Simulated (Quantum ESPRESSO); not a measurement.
# Al2Cu: valence-band photoemission, part 3 of 14

Wanted: projected DOS of Al2Cu, weighted into photoemission and X-ray emission spectra, at several levels of theory.

Quantum ESPRESSO 7.5; DFT, PBEsol, plane waves, ultrasoft GBRV pseudopotentials, scalar-relativistic (the session's first sound run).

So far. Step 2 (The base run: self-consistent run): The run ends at a pressure of -3.58 GPa, with forces up to 0.088 eV/Å.

### Step 4. Projected DOS and spectra

projwfc.x splits the states by atom and shell, which the spectra need, since each shell has its own cross section.

File projwfc.in:

```
&projwfc
  prefix = 'pes'
  outdir = './tmp'
  filpdos = 'pes'
  ngauss = 0
  degauss = 0.00735
  DeltaE = 0.05
  Emin = -26.01
  Emax = 21.99
/
```

The run is started by

```sh
$ OMP_NUM_THREADS=1 mpirun -n 4 projwfc.x -nk 4 -in projwfc.in > projwfc.out
```

The log of the run:

```text
[banner, memory and clock lines left out]
Program PROJWFC v.7.5 starts

          URL

     ./tmp/pes.save/

     IMPORTANT: XC functional enforced from input :
     Exchange-correlation= PBESOL
                           (   1   4  10   8   0   0   0)
     Any further DFT definition will be discarded
     Please, verify this is what you really want

     G-vector sticks info

     Gaussian broadening (read from input): ngauss,degauss=   0    0.007350

     Calling projwave ....

  Problem Sizes
  natomwfc =           42
  nbnd     =           41
  nkstot   =          244
  npwx     =         2610
  nkb      =           72

     Atomic states used for projection
     (read from pseudopotential files):

     state #   1: atom   1 (Cu ), wfc  1 (l=0 m= 1)
     state #   2: atom   1 (Cu ), wfc  2 (l=1 m= 1)
     state #   3: atom   1 (Cu ), wfc  2 (l=1 m= 2)
     state #   4: atom   1 (Cu ), wfc  2 (l=1 m= 3)
     state #   5: atom   1 (Cu ), wfc  3 (l=2 m= 1)
     state #   6: atom   1 (Cu ), wfc  3 (l=2 m= 2)
     state #   7: atom   1 (Cu ), wfc  3 (l=2 m= 3)
     state #   8: atom   1 (Cu ), wfc  3 (l=2 m= 4)
     state #   9: atom   1 (Cu ), wfc  3 (l=2 m= 5)
     state #  10: atom   1 (Cu ), wfc  4 (l=0 m= 1)
     state #  11: atom   1 (Cu ), wfc  5 (l=1 m= 1)
     state #  12: atom   1 (Cu ), wfc  5 (l=1 m= 2)
     state #  13: atom   1 (Cu ), wfc  5 (l=1 m= 3)
     state #  14: atom   2 (Cu ), wfc  1 (l=0 m= 1)
     state #  15: atom   2 (Cu ), wfc  2 (l=1 m= 1)
     state #  16: atom   2 (Cu ), wfc  2 (l=1 m= 2)
     state #  17: atom   2 (Cu ), wfc  2 (l=1 m= 3)
     state #  18: atom   2 (Cu ), wfc  3 (l=2 m= 1)
     state #  19: atom   2 (Cu ), wfc  3 (l=2 m= 2)
     state #  20: atom   2 (Cu ), wfc  3 (l=2 m= 3)
     state #  21: atom   2 (Cu ), wfc  3 (l=2 m= 4)
     state #  22: atom   2 (Cu ), wfc  3 (l=2 m= 5)
     state #  23: atom   2 (Cu ), wfc  4 (l=0 m= 1)
     state #  24: atom   2 (Cu ), wfc  5 (l=1 m= 1)
     state #  25: atom   2 (Cu ), wfc  5 (l=1 m= 2)
     state #  26: atom   2 (Cu ), wfc  5 (l=1 m= 3)
     state #  27: atom   3 (Al ), wfc  1 (l=0 m= 1)
     state #  28: atom   3 (Al ), wfc  2 (l=1 m= 1)
     state #  29: atom   3 (Al ), wfc  2 (l=1 m= 2)
     state #  30: atom   3 (Al ), wfc  2 (l=1 m= 3)
     state #  31: atom   4 (Al ), wfc  1 (l=0 m= 1)
     state #  32: atom   4 (Al ), wfc  2 (l=1 m= 1)
     state #  33: atom   4 (Al ), wfc  2 (l=1 m= 2)
     state #  34: atom   4 (Al ), wfc  2 (l=1 m= 3)
     state #  35: atom   5 (Al ), wfc  1 (l=0 m= 1)
     state #  36: atom   5 (Al ), wfc  2 (l=1 m= 1)
     state #  37: atom   5 (Al ), wfc  2 (l=1 m= 2)
     state #  38: atom   5 (Al ), wfc  2 (l=1 m= 3)
     state #  39: atom   6 (Al ), wfc  1 (l=0 m= 1)
     state #  40: atom   6 (Al ), wfc  2 (l=1 m= 1)
     state #  41: atom   6 (Al ), wfc  2 (l=1 m= 2)
     state #  42: atom   6 (Al ), wfc  2 (l=1 m= 3)

 k =   0.0000000000  0.0000000000  0.0000000000
==== e(   1) =  -103.33785 eV ====
     psi = 0.493*[#   1]+0.493*[#  14]+0.002*[#  27]+0.002*[#  31]+0.002*[#  35]
          +0.002*[#  39]
    |psi|^2 = 1.000
==== e(   2) =  -103.32869 eV ====
     psi = 0.499*[#   1]+0.499*[#  14]
    |psi|^2 = 1.000
==== e(   3) =   -60.88243 eV ====
     psi = 0.249*[#   3]+0.249*[#   4]+0.249*[#  16]+0.249*[#  17]
    |psi|^2 = 1.000
==== e(   4) =   -60.88243 eV ====
     psi = 0.249*[#   3]+0.249*[#   4]+0.249*[#  16]+0.249*[#  17]
    |psi|^2 = 1.000
==== e(   5) =   -60.87575 eV ====
     psi = 0.498*[#   2]+0.498*[#  15]+0.001*[#  11]+0.001*[#  24]
    |psi|^2 = 1.000
==== e(   6) =   -60.87356 eV ====
     psi = 0.250*[#   3]+0.250*[#   4]+0.250*[#  16]+0.250*[#  17]
    |psi|^2 = 1.000
==== e(   7) =   -60.87356 eV ====
     psi = 0.250*[#   3]+0.250*[#   4]+0.250*[#  16]+0.250*[#  17]
    |psi|^2 = 1.000
==== e(   8) =   -60.77921 eV ====
     psi = 0.498*[#   2]+0.498*[#  15]+0.002*[#  11]+0.002*[#  24]
    |psi|^2 = 1.000
==== e(   9) =    -0.76377 eV ====
     psi = 0.187*[#  27]+0.187*[#  31]+0.187*[#  35]+0.187*[#  39]+0.121*[#  10]
          +0.121*[#  23]+0.004*[#   1]+0.004*[#  14]
    |psi|^2 = 0.996
==== e(  10) =     4.72029 eV ====
     psi = 0.303*[#   9]+0.303*[#  22]+0.049*[#  27]+0.049*[#  31]+0.049*[#  35]
          +0.049*[#  39]+0.024*[#  29]+0.024*[#  30]+0.024*[#  33]+0.024*[#  34]
          +0.024*[#  37]+0.024*[#  38]+0.024*[#  41]+0.024*[#  42]
    |psi|^2 = 0.994
==== e(  11) =     4.92749 eV ====
     psi = 0.203*[#   6]+0.203*[#   7]+0.203*[#  19]+0.203*[#  20]+0.026*[#  27]
          +0.026*[#  31]+0.026*[#  35]+0.026*[#  39]+0.008*[#  29]+0.008*[#  30]
          +0.008*[#  33]+0.008*[#  34]+0.008*[#  37]+0.008*[#  38]+0.008*[#  41]
          +0.008*[#  42]
    |psi|^2 = 0.985
==== e(  12) =     4.92749 eV ====
     psi = 0.203*[#   6]+0.203*[#   7]+0.203*[#  19]+0.203*[#  20]+0.026*[#  27]
          +0.026*[#  31]+0.026*[#  35]+0.026*[#  39]+0.008*[#  29]+0.008*[#  30]
          +0.008*[#  33]+0.008*[#  34]+0.008*[#  37]+0.008*[#  38]+0.008*[#  41]
          +0.008*[#  42]
    |psi|^2 = 0.985
==== e(  13) =     4.93760 eV ====
     psi = 0.416*[#   5]+0.416*[#  18]+0.044*[#  10]+0.044*[#  23]+0.008*[#  27]
          +0.008*[#  31]+0.008*[#  35]+0.008*[#  39]+0.004*[#  29]+0.004*[#  30]
          +0.004*[#  33]+0.004*[#  34]+0.004*[#  37]+0.004*[#  38]+0.004*[#  41]
          +0.004*[#  42]
    |psi|^2 = 0.984
==== e(  14) =     5.85463 eV ====
     psi = 0.462*[#   8]+0.462*[#  21]+0.009*[#  29]+0.009*[#  30]+0.009*[#  33]
          +0.009*[#  34]+0.009*[#  37]+0.009*[#  38]+0.009*[#  41]+0.009*[#  42]

    |psi|^2 = 0.992
==== e(  15) =     5.98589 eV ====
     psi = 0.436*[#   8]+0.436*[#  21]+0.030*[#  28]+0.030*[#  32]+0.030*[#  36]
          +0.030*[#  40]
    |psi|^2 = 0.992
==== e(  16) =     6.30132 eV ====
     psi = 0.492*[#   9]+0.492*[#  22]
    |psi|^2 = 0.984
[...]
psi = 0.418*[#   5]+0.418*[#  18]+0.073*[#  10]+0.073*[#  23]
[...]
psi = 0.248*[#   6]+0.248*[#   7]+0.248*[#  19]+0.248*[#  20]
[...]
psi = 0.248*[#   6]+0.248*[#   7]+0.248*[#  19]+0.248*[#  20]
[...]
psi = 0.101*[#  12]+0.101*[#  13]+0.101*[#  25]+0.101*[#  26]+0.058*[#  29]
          +0.058*[#  30]+0.058*[#  33]+0.058*[#  34]+0.058*[#  37]+0.058*[#  38]
          +0.058*[#  41]+0.058*[#  42]+0.031*[#  27]+0.031*[#  31]+0.031*[#  35]
          +0.031*[#  39]
[...]
psi = 0.101*[#  12]+0.101*[#  13]+0.101*[#  25]+0.101*[#  26]+0.058*[#  29]
          +0.058*[#  30]+0.058*[#  33]+0.058*[#  34]+0.058*[#  37]+0.058*[#  38]
          +0.058*[#  41]+0.058*[#  42]+0.031*[#  27]+0.031*[#  31]+0.031*[#  35]
          +0.031*[#  39]
[...]
+0.003*[#  25]+0.003*[#  26]+0.001*[#  10]+0.001*[#  23]
[...]
+0.001*[#  19]+0.001*[#  20]+0.001*[#  10]+0.001*[#  23]
[...]
+0.006*[#  25]+0.006*[#  26]
[...]
+0.009*[#  13]+0.009*[#  25]+0.009*[#  26]
[...]
+0.043*[#  26]+0.018*[#   8]+0.018*[#  21]
[...]
+0.015*[#  31]+0.015*[#  35]+0.015*[#  39]
[...]
+0.002*[#   1]+0.002*[#  14]
[...]
+0.039*[#  24]
[...]
+0.005*[#  39]+0.002*[#  10]+0.002*[#  23]
[...]
+0.008*[#  25]+0.008*[#  26]+0.002*[#  11]+0.002*[#  24]
[...]
+0.002*[#  12]+0.002*[#  13]+0.002*[#  25]+0.002*[#  26]
[...]
k =   0.1161935833  0.1161935833  0.0000000000
[...]
+0.001*[#  27]+0.001*[#  31]+0.001*[#  35]+0.001*[#  39]
[...]
psi = 0.499*[#   1]+0.499*[#  14]
[...]
+0.018*[#  10]+0.018*[#  23]
[...]
+0.009*[#  38]+0.009*[#  41]+0.009*[#  42]
[...]
+0.009*[#  42]+0.002*[#  11]+0.002*[#  24]
[...]
+0.002*[#  13]+0.002*[#  25]+0.002*[#  26]
[...]
+0.015*[#  10]+0.015*[#  23]
[...]
+0.001*[#  12]+0.001*[#  13]+0.001*[#  25]+0.001*[#  26]
[...]
+0.025*[#  39]+0.020*[#   8]+0.020*[#  21]
[...]
+0.019*[#  35]+0.019*[#  39]
[...]
+0.013*[#  10]+0.013*[#  23]+0.008*[#   9]+0.008*[#  22]
[...]
+0.002*[#  25]+0.002*[#  26]
[...]
+0.001*[#   5]+0.001*[#  18]
[...]
+0.005*[#  10]+0.005*[#  23]
[...]
+0.034*[#  26]+0.027*[#   8]+0.027*[#  21]
[...]
k =   0.1742903750  0.1742903750  0.0000000000
[...]
psi = 0.498*[#   1]+0.498*[#  14]
[...]
+0.024*[#   5]+0.024*[#  18]+0.001*[#   1]+0.001*[#  14]
[...]
+0.002*[#  12]+0.002*[#  13]+0.002*[#  25]+0.002*[#  26]
[...]
+0.003*[#  25]+0.003*[#  26]+0.002*[#   2]+0.002*[#  15]
[...]
+0.030*[#  10]+0.030*[#  23]+0.013*[#   9]+0.013*[#  22]
[...]
+0.003*[#  25]+0.003*[#  26]+0.001*[#   9]+0.001*[#  22]
[...]
k =   0.2323871666  0.2323871666  0.0000000000
[...]
psi = 0.497*[#   1]+0.497*[#  14]
[...]
k =   0.2904839583  0.2904839583  0.0000000000
[...]
k =   0.3485807499  0.3485807499  0.0000000000
[...]
k =  -0.4066775416 -0.4066775416  0.0000000000
[...]
k =   0.0580967917  0.0000000000  0.0722725518
[...]
psi = 0.499*[#   1]+0.499*[#  14]
[...]
psi = 0.490*[#   9]+0.490*[#  22]
[...]
psi = 
[... cut ...]
4*[#  36]+0.014*[#  40]
[...]
+0.001*[#  18]+0.001*[#   1]+0.001*[#  14]
[...]
k =   0.0000000000  0.5809679166  0.0000000000
[...]
+0.002*[#  40]+0.001*[#  10]+0.001*[#  23]
[...]
+0.038*[#  42]+0.019*[#   9]+0.019*[#  22]
[...]
+0.022*[#  10]+0.022*[#  23]
[...]
+0.006*[#  38]+0.006*[#  41]+0.006*[#  42]
[...]
+0.001*[#   2]+0.001*[#  15]
[...]
psi = 0.248*[#   6]+0.248*[#   7]+0.248*[#  19]+0.248*[#  20]
[...]
+0.005*[#  10]+0.005*[#  23]
[...]
+0.003*[#  25]+0.003*[#  26]
[...]
+0.020*[#   5]+0.020*[#  18]+0.003*[#   8]+0.003*[#  21]
[...]
+0.001*[#  25]+0.001*[#  26]
[...]
+0.002*[#   5]+0.002*[#  18]
[...]
+0.009*[#  25]+0.009*[#  26]
[...]
+0.007*[#  20]
[...]
+0.002*[#  19]+0.002*[#  20]+0.001*[#   9]+0.001*[#  22]
[...]
+0.003*[#   1]+0.003*[#  14]+0.002*[#   8]+0.002*[#  21]
[...]
+0.001*[#  18]
[...]
+0.015*[#  13]+0.015*[#  25]+0.015*[#  26]
[...]
+0.095*[#  13]+0.095*[#  25]+0.095*[#  26]
[...]
+0.001*[#  27]+0.001*[#  31]+0.001*[#  35]+0.001*[#  39]
[...]
k =   0.0580967917  0.6390647082  0.0000000000
[...]
+0.002*[#  40]+0.002*[#  10]+0.002*[#  23]
[...]
psi = 0.249*[#   3]+0.249*[#   4]+0.249*[#  16]+0.249*[#  17]
[...]
psi = 0.249*[#   3]+0.249*[#   4]+0.249*[#  16]+0.249*[#  17]
[...]
psi = 0.498*[#   2]+0.498*[#  15]+0.001*[#  11]+0.001*[#  24]
[...]
psi = 0.250*[#   3]+0.250*[#   4]+0.250*[#  16]+0.250*[#  17]
[...]
psi = 0.250*[#   3]+0.250*[#   4]+0.250*[#  16]+0.250*[#  17]
[...]
psi = 0.498*[#   2]+0.498*[#  15]+0.002*[#  11]+0.002*[#  24]
[...]
+0.004*[#   8]+0.004*[#  21]+0.003*[#   5]+0.003*[#  18]
[...]
+0.003*[#  22]
[...]
+0.001*[#  14]
[...]
+0.031*[#  10]+0.031*[#  23]+0.002*[#   9]+0.002*[#  22]
[...]
psi = 0.150*[#  28]+0.150*[#  32]+0.150*[#  36]+0.150*[#  40]+0.132*[#   5]
[...]
+0.001*[#  12]+0.001*[#  13]+0.001*[#  25]+0.001*[#  26]
[...]
psi = 0.166*[#   6]+0.166*[#   7]+0.166*[#  19]+0.166*[#  20]+0.047*[#  27]
[...]
+0.005*[#  38]+0.005*[#  41]+0.005*[#  42]
    |psi|^2 = 0.983
==== e(  15) =     5.22281 eV ====
     psi = 0.222*[#   6]+0.222*[#   7]+0.222*[#  19]+0.222*[#  20]+0.008*[#  29]
[...]
+0.006*[#  39]
    |psi|^2 = 0.983
==== e(  16) =     5.77904 eV ====
     psi = 0.334*[#   5]+0.334*[#  18]+0.039*[#   9]+0.039*[#  22]+0.017*[#  29]
[...]
+0.009*[#  23]+0.009*[#  12]+0.009*[#  13]+0.009*[#  25]+0.009*[#  26]
          +0.003*[#  27]+0.003*[#  31]+0.003*[#  35]+0.003*[#  39]+0.002*[#   1]
          +0.002*[#  14]
    |psi|^2 = 0.988
==== e(  17) =     5.87489 eV ====
     psi = 0.187*[#  11]+0.187*[#  24]+0.077*[#  27]+0.077*[#  31]+0.077*[#  35]
          +0.077*[#  39]+0.057*[#   6]+0.057*[#   7]+0.057*[#  19]+0.057*[#  20]
          +0.010*[#  29]+0.010*[#  30]+0.010*[#  33]+0.010*[#  34]+0.010*[#  37]
          +0.010*[#  38]+0.010*[#  41]+0.010*[#  42]+0.001*[#   2]+0.001*[#  15]

    |psi|^2 = 0.989
==== e(  18) =     5.98301 eV ====
     psi = 0.454*[#   9]+0.454*[#  22]+0.020*[#  28]+0.020*[#  32]+0.020*[#  36]
          +0.020*[#  40]
    |psi|^2 = 0.990
==== e(  19) =     6.01708 eV ====
     psi = 0.420*[#   9]+0.420*[#  22]+0.020*[#   5]+0.020*[#  18]+0.008*[#  12]
          +0.008*[#  13]+0.008*[#  25]+0.008*[#  26]+0.007*[#  29]+0.007*[#  30]
          +0.007*[#  33]+0.007*[#  34]+0.007*[#  37]+0.007*[#  38]+0.007*[#  41]
          +0.007*[#  42]+0.002*[#   8]+0.002*[#  21]+0.002*[#  10]+0.002*[#  23]
          +0.001*[#  27]+0.001*[#  31]+0.001*[#  35]+0.001*[#  39]
    |psi|^2 = 0.984
==== e(  20) =     6.25613 eV ====
     psi = 0.486*[#   8]+0.486*[#  21]+0.002*[#  28]+0.002*[#  32]+0.002*[#  36]
          +0.002*[#  40]
    |psi|^2 = 0.982
==== e(  21) =     6.84283 eV ====
     psi = 0.248*[#   6]+0.248*[#   7]+0.248*[#  19]+0.248*[#  20]
    |psi|^2 = 0.994
==== e(  22) =     6.84405 eV ====
     psi = 0.248*[#   6]+0.248
```

The job ended after 5.4 s (4 MPI ranks of Intel Xeon Platinum 8488C (Sapphire Rapids), shared host; 22 s of CPU time).

This step gave:

- zero of energy: Fermi level
- share of occupied states in no projected shell: 0.01 of the occupied states in the window
- DOS at the Fermi level: 2.060 states/eV/cell

The DOS has structure finer than the step of the table below, so its rows give means over 1 eV, whole bins alone (the curve runs from -12.4 to 9.17 eV). Peaks (eV: height): total -4.0: 18.4, -3.2: 10.0, 7.9: 3.72; Cu 3d -4.0: 16.1, -3.2: 8.56; Al 3p 5.5: 1.42, 6.4: 1.62, 7.1: 1.91, 7.9: 2.03; Al 3s -5.2: 0.756, 2.5: 0.668, 3.9: 0.624, 5.5: 0.546; Cu 4p -3.6: 0.531, -2.5: 0.517, -1.9: 0.511, -0.7: 0.519.

DOS against E, zero at the Fermi level; means over each step; values in states/eV/cell:

| E (eV) | total | Cu 3d | Al 3p | Al 3s | Cu 4p | Cu 4s |
| --- | --- | --- | --- | --- | --- | --- |
| -11 | 0.0551 | 0 | 0.00688 | 0.0346 | 0.00151 | 0.0119 |
| -10 | 0.528 | 5.6e-4 | 0.172 | 0.226 | 0.0422 | 0.0852 |
| -9 | 0.847 | 0.00476 | 0.369 | 0.260 | 0.101 | 0.111 |
| -8 | 1.10 | 0.0197 | 0.494 | 0.296 | 0.175 | 0.109 |
| -7 | 1.39 | 0.0769 | 0.608 | 0.343 | 0.238 | 0.116 |
| -6 | 2.05 | 0.391 | 0.735 | 0.458 | 0.332 | 0.126 |
| -5 | 5.61 | 3.65 | 0.864 | 0.537 | 0.314 | 0.184 |
| -4 | 11.3 | 9.47 | 0.914 | 0.198 | 0.405 | 0.149 |
| -3 | 5.54 | 3.99 | 0.744 | 0.229 | 0.455 | 0.0741 |
| -2 | 2.29 | 0.651 | 0.844 | 0.236 | 0.464 | 0.0677 |
| -1 | 2.20 | 0.345 | 0.977 | 0.315 | 0.455 | 0.0777 |
| 0 | 2.06 | 0.251 | 0.906 | 0.382 | 0.401 | 0.0768 |
| 1 | 1.71 | 0.162 | 0.796 | 0.318 | 0.301 | 0.0732 |
| 2 | 2.32 | 0.205 | 0.966 | 0.487 | 0.293 | 0.237 |
| 3 | 2.62 | 0.162 | 1.12 | 0.542 | 0.409 | 0.210 |
| 4 | 2.52 | 0.108 | 1.11 | 0.517 | 0.361 | 0.197 |
| 5 | 2.79 | 0.0932 | 1.30 | 0.480 | 0.388 | 0.197 |
| 6 | 2.86 | 0.0715 | 1.37 | 0.421 | 0.377 | 0.189 |
| 7 | 3.00 | 0.0638 | 1.58 | 0.306 | 0.343 | 0.197 |
| 8 | 3.05 | 0.0458 | 1.63 | 0.210 | 0.351 | 0.233 |

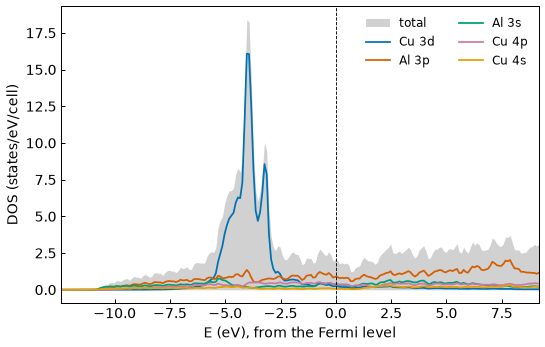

DOS against E.

This run's widths, added to any smearing of the DOS itself: Gaussian 0.6 eV, Lorentzian 0.2 eV plus 0.08 an eV of depth. Table of intensity by binding energy, zero at the Fermi level; values in % of the maximum within 13 eV:

| binding energy (eV) | 21.2 eV | 40.8 eV | 1486.7 eV | 5950 eV | 9251.7 eV |
| --- | --- | --- | --- | --- | --- |
| -1 | 1.02 | 1.01 | 1.06 | 1.63 | 2.09 |
| 0 | 4.51 | 4.32 | 5.06 | 12.3 | 18.3 |
| 1 | 8.65 | 8.35 | 9.37 | 20.2 | 29.1 |
| 2 | 15.2 | 14.9 | 15.7 | 24.2 | 31.1 |
| 3 | 52.5 | 52.3 | 52.7 | 56.6 | 59.4 |
| 4 | 99.4 | 99.5 | 99.5 | 99.7 | 99.8 |
| 5 | 46.4 | 46.2 | 47.7 | 60.5 | 71.6 |
| 6 | 12.8 | 12.5 | 14.2 | 28.7 | 41.2 |
| 7 | 5.23 | 5.00 | 6.36 | 19.0 | 29.9 |
| 8 | 3.00 | 2.83 | 4.02 | 15.0 | 24.8 |
| 9 | 1.98 | 1.85 | 2.89 | 12.4 | 20.9 |
| 10 | 1.29 | 1.20 | 2.01 | 9.04 | 15.3 |
| 11 | 0.687 | 0.650 | 0.973 | 3.72 | 6.18 |
| 12 | - | 0.402 | 0.507 | 1.42 | 2.23 |

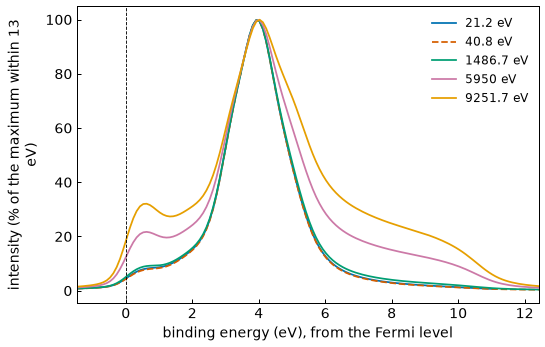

Intensity, plotted against binding energy.

Maxima picked by a test of local sharpness, so broad peaks and shoulders can be missing; peaks within 0.45 eV of a curve's cut are left out. Valence peaks, by row:

| photon energy (eV) | binding energy (eV) | height (% of the maximum within 13 eV) | main shell | its share (%) |
| --- | --- | --- | --- | --- |
| 21.2 | 3.951 | 100 | Cu 3d | 98.1 |
| 40.8 | 3.951 | 100 | Cu 3d | 98.36 |
| 1487 | 3.951 | 100 | Cu 3d | 97.26 |
| 5950 | 4.001 | 100 | Cu 3d | 84.75 |
| 5950 | 0.6005 | 21.72 | Al 3s | 48.65 |
| 9252 | 4.001 | 100 | Cu 3d | 73.61 |
| 9252 | 0.6005 | 32.14 | Al 3s | 53.68 |

The intensity has structure finer than the step of the table below, so its rows give means over 2 eV, whole bins alone (the curve runs from -12.4 to 1.47 eV). Peaks (eV: height): Cu L-alpha -3.9: 99.8; Al K-beta -4.2: 93.9, -0.7: 99.9; Al K-beta, E along x -4.3: 95.2, -0.8: 102; Al K-beta, E along y -4.3: 95.2, -0.8: 102; Al K-beta, E along z -4.1: 93.3, -1.9: 101, -0.5: 97.8.

Shapes are the site's partial DOS without matrix elements, which overweights lines from ligand s bands. The intensity by emission energy less the core level's binding energy, zero at the Fermi level; means over each step; values in % of the unpolarised maximum:

| emission energy less the core level's binding energy (eV) | Cu L-alpha | Al K-beta | Al K-beta, E along x | Al K-beta, E along y | Al K-beta, E along z | Al L2,3 |
| --- | --- | --- | --- | --- | --- | --- |
| -10 | 1.18 | 20.1 | 20.1 | 20.1 | 20.2 | 31.2 |
| -8 | 3.19 | 48.5 | 47.9 | 47.9 | 49.5 | 51.4 |
| -6 | 19.5 | 73.0 | 73.3 | 73.3 | 72.5 | 79.9 |
| -4 | 79.3 | 86.0 | 87.0 | 87.0 | 84.1 | 50.3 |
| -2 | 22.5 | 87.6 | 86.1 | 86.1 | 90.5 | 44.5 |
| 0 | 4.94 | 55.1 | 54.7 | 54.7 | 54.2 | 38.3 |

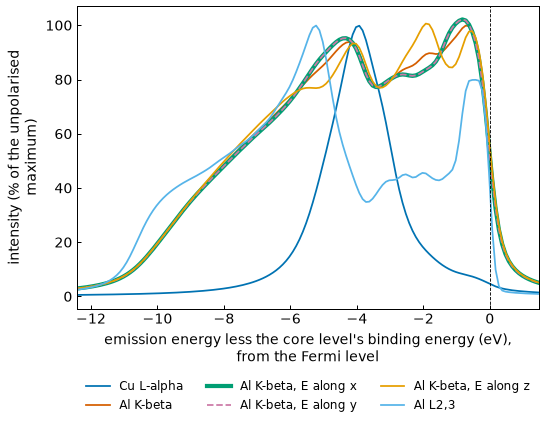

Intensity, plotted against emission energy less the core level's binding energy.

Window up to 9.2 eV. Shell moments, by row:

| element | shell | occupied states an atom | centre of occupied part (eV) | rms width of occupied part (eV) | centre up to the window's top (eV) | rms width up to the window's top (eV) |
| --- | --- | --- | --- | --- | --- | --- |
| Cu | 4s | 0.5781 | -5.515 | 2.77 | 0.807 | 5.8 |
| Cu | 4p | 1.599 | -3.859 | 2.51 | 0.5461 | 5.029 |
| Cu | 3d | 9.371 | -3.893 | 0.9414 | -3.515 | 1.926 |
| Al | 3s | 0.8353 | -5.229 | 2.922 | -0.3168 | 5.406 |
| Al | 3p | 1.806 | -4.24 | 2.697 | 1.46 | 5.273 |

(Continued in part 4 of 14.)

[Logs are printed without paths, hosts, clocks, repeated set-up lines and the standing remarks that a program may print on its own settings, such as how far it seeks lower states.]

[Hosts, paths, dates, database ids (printed as entryN), source tags and the programs' standing remarks are cut or masked in the printed files.]

[Maps of the electrostatic potential energy from Ansatz leave out the sawtooth potential of an applied field or a dipole correction, so their vacuum need not be flat; work functions include it.]

[Peak lists hold at most the 14 tallest peaks of each spectrum; further lines can be left out.]
